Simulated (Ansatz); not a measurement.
# GeSiH5 (SMILES [SiH2][GeH3]) at 5 levels

Wanted: a comparison of 5 runs (UHF/STO-3G, UB3LYP/6-31G*, U-r2SCAN/aug-cc-pVDZ, UPBE/aug-cc-pVDZ, USVWN5/aug-cc-pVDZ) of GeSiH5. 

The results are computed with Ansatz 0.2.0.

27 further runs of the same task are left out: 27 set aside as unsound or not needed.

## 1. The system as given

The species is GeSiH5 (7 atoms), meant as a doublet with charge 0. As SMILES, `[SiH2][GeH3]`. The Si1–H3 distance was set to 1.712 Å, away from the relaxed value.

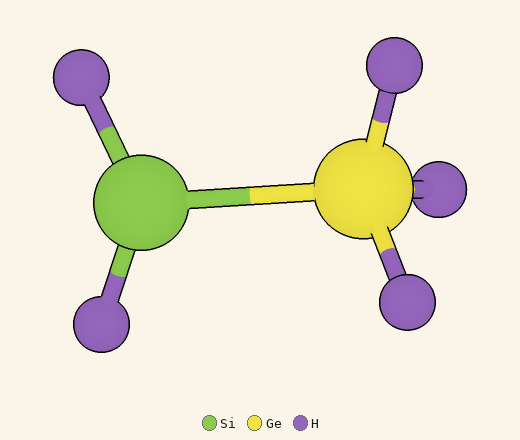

Viewed from a chosen angle; silicon green, germanium yellow, hydrogen purple.

## 2. A single-point energy at UHF/STO-3G (run 1)

run.yaml

```yaml
crystal:
  periodic: [false, false, false]
  atoms:
    - {symbol: Si, position_ang: [-0.134892, -1.321611, -0.358031]}
    - {symbol: Ge, position_ang: [0.248508, 1.016689, -0.292331]}
    - {symbol: H, position_ang: [0.173200, -2.103400, 1.133900]}
    - {symbol: H, position_ang: [-1.496592, -1.682711, -0.840031]}
    - {symbol: H, position_ang: [-0.003092, 1.619089, -1.683631]}
    - {symbol: H, position_ang: [-0.673992, 1.724889, 0.718569]}
    - {symbol: H, position_ang: [1.706708, 1.291089, 0.108069]}
basis:
  gaussian:
    orbitals: STO-3G
accuracy: high
output: {orbitals: {seedname: orbitals}}
hamiltonian:
  xc: hf
magnetization:
  spin_polarized: true
  initial_magnetization: 1
```

Run with:

```bash
ansatz run run.yaml --threads 1 --pin off --max-ram 3480MiB --events-out events.jsonl --progress --plain --runs-dir runs
```

The log of the run:

```text
Warning: RAYON_NUM_THREADS=1 ignored (pool sized by the plan → 1); use --threads N
Functional definition: HF
  name "HF"
  exchange = exact_x
  correlation = 0
499 factors; integrals over basis functions are off by at most 4.2e-9 eV
mean field evaluation 1: about -63679.3347 eV, gradient 7.0e0 eV
mean field evaluation 2: about -63679.3427 eV, gradient 7.0e0 eV
mean field evaluation 4: about -63680.0845 eV, gradient 7.5e-1 eV
mean field evaluation 8: about -63680.1037 eV, gradient 5.0e-4 eV
mean field -63680.10279600 eV, -2340.2006138289 hartree, gradient 1.7e-8 eV, S^2 0.754102; 0 other end points of the search recorded, 0 dependent functions left out
reference -63680.10279600 eV, -2340.2006138289 hartree; 26, 25 occupied and 6, 7 virtual orbitals, 499 factors
Total energy: -63680.10279600 eV, -2340.2006138289 hartree
```

It took 0.4 s on 1 thread of Arm Neoverse V1, shared host.

## 3. A single-point energy at UB3LYP/6-31G(d) (spherical functions) (run 2)

in.yaml

```yaml
crystal:
  periodic: [false, false, false]
  atoms:
    - symbol: Si
      position_ang: [-0.134892, -1.321611, -0.358031]
    - symbol: Ge
      position_ang: [0.248508, 1.016689, -0.292331]
    - symbol: H
      position_ang: [0.173200, -2.103400, 1.133900]
    - symbol: H
      position_ang: [-1.496592, -1.682711, -0.840031]
    - symbol: H
      position_ang: [-0.003092, 1.619089, -1.683631]
    - symbol: H
      position_ang: [-0.673992, 1.724889, 0.718569]
    - symbol: H
      position_ang: [1.706708, 1.291089, 0.108069]
basis:
  gaussian:
    orbitals: 6-31G_st_-spherical.json
magnetization:
  spin_polarized: true
  initial_magnetization: 1
hamiltonian:
  xc: {name: B3LYP}
accuracy: high
output:
  orbitals: {seedname: orbitals}
```

The basis set 6-31G* is read from a file made from the Basis Set Exchange's data (not shown).

Run with:

```bash
ansatz run in.yaml --threads 1 --pin off --max-ram 3480MiB --events-out events.jsonl --progress --plain --runs-dir runs
```

The log of the run:

```text
Warning: RAYON_NUM_THREADS=1 ignored (pool sized by the plan → 1); use --threads N
Functional definition: B3LYP
  name "B3LYP"
  parameter a0 = 0.2
  parameter ax = 0.72
  parameter ac = 0.81
  exchange = (1 - a0 - ax)*slater_x + ax*b88_x + a0*exact_x
  correlation = (1 - ac)*vwn_rpa_c + ac*lyp_c
1263 factors; integrals over basis functions are off by at most 4.6e-9 eV
mean field evaluation 1: about -64468.5553 eV, gradient 9.9e0 eV
mean field evaluation 2: about -64468.8585 eV, gradient 7.7e0 eV
mean field evaluation 4: about -64468.9531 eV, gradient 2.9e-1 eV
mean field evaluation 8: about -64469.0389 eV, gradient 1.0e-2 eV
mean field evaluation 16: about -64469.0389 eV, gradient 3.2e-5 eV
mean field -64469.03892856 eV, -2369.1934819405 hartree, gradient 6.0e-8 eV, S^2 0.752165; 0 other end points of the search recorded, 0 dependent functions left out
reference -64469.03897084 eV, -2369.1934834944 hartree; 26, 25 occupied and 34, 35 virtual orbitals, 1263 factors
Total energy: -64469.03897084 eV, -2369.1934834944 hartree
```

Run time: 9.6 s. Hardware: 1 thread of Arm Neoverse V1, shared host; peak memory 0.27 GiB.

Runs 3 to 4 aren't shown in full; the table further down has their settings and results.

## 4. The energy at USVWN5/aug-cc-pVDZ (run 5)

molecule.yaml

```yaml
crystal:
  periodic: [false, false, false]
  atoms:
    - {symbol: Si, position_ang: [-0.134892, -1.321611, -0.358031]}
    - {symbol: Ge, position_ang: [0.248508, 1.016689, -0.292331]}
    - {symbol: H, position_ang: [0.173200, -2.103400, 1.133900]}
    - {symbol: H, position_ang: [-1.496592, -1.682711, -0.840031]}
    - {symbol: H, position_ang: [-0.003092, 1.619089, -1.683631]}
    - {symbol: H, position_ang: [-0.673992, 1.724889, 0.718569]}
    - {symbol: H, position_ang: [1.706708, 1.291089, 0.108069]}
basis:
  gaussian: {orbitals: aug-cc-pVDZ}
magnetization: {spin_polarized: true, initial_magnetization: 1}
hamiltonian: {xc: {name: SVWN5}}
accuracy: high
output: {orbitals: {seedname: orbitals}}
```

Run with:

```bash
ansatz run molecule.yaml --threads 1 --pin off --max-ram 3480MiB --events-out events.jsonl --progress --plain --runs-dir runs
```

The log of the run:

```text
Warning: RAYON_NUM_THREADS=1 ignored (pool sized by the plan → 1); use --threads N
Functional definition: SVWN5
  name "SVWN5"
  exchange = slater_x
  correlation = vwn5_c
2194 factors; integrals over basis functions are off by at most 4.4e-9 eV
mean field evaluation 1: about -64354.5783 eV, gradient 1.2e1 eV
mean field evaluation 2: about -64355.3921 eV, gradient 7.5e0 eV
mean field evaluation 4: about -64355.9198 eV, gradient 2.7e-1 eV
mean field evaluation 8: about -64355.9160 eV, gradient 3.3e-2 eV
mean field evaluation 16: about -64355.9161 eV, gradient 2.4e-5 eV
mean field -64355.91605150 eV, -2365.0362928860 hartree, gradient 5.5e-8 eV, S^2 0.751882; 0 other end points of the search recorded, 0 dependent functions left out
reference -64355.91605951 eV, -2365.0362931804 hartree; 26, 25 occupied and 82, 83 virtual orbitals, 2194 factors
Total energy: -64355.91605951 eV, -2365.0362931804 hartree
```

Run time: 11 s. Hardware: 1 thread of Arm Neoverse V1, shared host; peak memory 0.34 GiB.

## 5. All runs side by side

| run | level | energy (Eh) | HOMO energy (eV) | LUMO energy (eV) | ⟨S²⟩ | wall time |
| --- | --- | --- | --- | --- | --- | --- |
| 1 | UHF/STO-3G | -2340.200614 | -6.19 | 6.17 | 0.754 | 0.4 s |
| 2 | UB3LYP/6-31G* (spherical functions) | -2369.193483 | -5.92 | -3.02 | 0.752 | 9.6 s |
| 3 | U-r2SCAN/aug-cc-pVDZ | -2369.358312 | -5.62 | -3.24 | 0.756 | 42 s |
| 4 | UPBE/aug-cc-pVDZ | -2368.920413 | -5.27 | -3.69 | 0.753 | 18 s |
| 5 | USVWN5/aug-cc-pVDZ | -2365.036293 | -5.20 | -4.07 | 0.752 | 11 s |

## 6. Outcome

| quantity | value |
| --- | --- |
| run 5: total energy | -2365.03629 Eh |
| run 5: HOMO energy (highest over α and β) | -5.20 eV |
| run 5: LUMO energy (lowest over α and β) | -4.07 eV |
| run 5: ⟨S²⟩ | 0.752 |

What this shows: Totals of different functionals can't be ranked against each other. In run 1 the basis is minimal, so the values are rough. All runs together took 81 s, the longest 42 s.
